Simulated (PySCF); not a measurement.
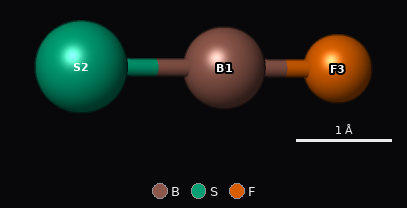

**Figure 1.** The input geometry of run A (ball-and-stick view, seen at a tilt; atoms are numbered from 1 in the order of the input). Bond lengths as drawn: B–F 1.28 Å and B–S 1.61 Å.

## BSF: a changed input and its effect

System: BSF.
Method of run A: RKS PBE-D4/def2-TZVPP, density fitting (PySCF 2.14.0).

The geometry comes from this level: PBE0-D4/def2-TZVP. Text and figures count atoms from 1; the logs count them from 0 in places.

**The input, run A**
```python
import json, numpy as np
from pyscf import gto, scf, dft, mp, cc
EV, BOHR = 27.211386245988, 0.529177210903
mol = gto.M(atom="""
B -0.442842 -0.333064 -1.114481
S 0.286715 -1.760691 -1.252926
F -1.022416 0.800368 -1.004531
""", basis="def2-tzvpp", charge=0, spin=0, max_memory=7225, verbose=0)
def mean_field(mol, dm=None):
    mf = dft.RKS(mol, xc="pbe").density_fit()
    mf.conv_tol = 1e-9; mf.grids.level = 4
    mf.kernel(dm0=dm)
    if not mf.converged: mf = mf.newton().run(mf.mo_coeff, mf.mo_occ)
    assert mf.converged
    return mf
def d4(mol):
    from pyscf.dispersion.dftd4 import DFTD4Dispersion
    real = gto.M(atom=[(mol.atom_pure_symbol(i), mol.atom_coord(i)) for i in range(3)], unit='B', charge=mol.charge, spin=None, basis='def2-svp', verbose=0)
    r = DFTD4Dispersion(real, xc="pbe", atm=True).get_dispersion(grad=True); return r["energy"], r["gradient"]
def energy_and_gradient(mol, dm=None):
    mf = mean_field(mol, dm); e, g = d4(mol)
    return mf, (mf.e_tot + e) * EV, (mf.nuc_grad_method().kernel()[:3] + g) * EV / BOHR
out = {}
mf = mean_field(mol); e = d4(mol)[0]
out.update(energy=(mf.e_tot + e) * EV, converged=True, dispersion=e * EV)
out['s2'] = mf.spin_square()[0]; out['nelec'] = mol.nelec
print(f"Total energy {out['energy']:.6f} eV, <S^2> {out['s2']:.4f}")
json.dump(out, open("out.json", "w"), default=float)
```

Launched with:
```bash
OMP_NUM_THREADS=4 python run.py
```

Hardware: 4 threads of Arm Neoverse N1, 23 GiB of memory available, shared host.

**Output (run A)**
```
Total energy -14223.950790 eV, <S^2> 0.0000
```

For run B the input was changed thus:
```diff
-    mf = dft.RKS(mol, xc="pbe").density_fit()
+    mf = dft.RKS(mol, xc="pbe0").density_fit()
-    r = DFTD4Dispersion(real, xc="pbe", atm=True).get_dispersion(grad=True); return r["energy"], r["gradient"]
+    r = DFTD4Dispersion(real, xc="pbe0", atm=True).get_dispersion(grad=True); return r["energy"], r["gradient"]
```

How does run B compare with run A?

The total energies belong to different models, so their difference says nothing on which is more stable or more accurate. The functional changes from PBE to PBE0.

**Output (run B)**
```
Total energy -14224.821219 eV, <S^2> 0.0000
```

**The two runs side by side**

| quantity | run A | run B |
| --- | --- | --- |
| outcome | converged | converged |
| total energy (hartree) | −522.720550 | −522.752538 |
| basis functions | 104 | 104 |
| wall time (shared host) | 3.8 s | 3.5 s |
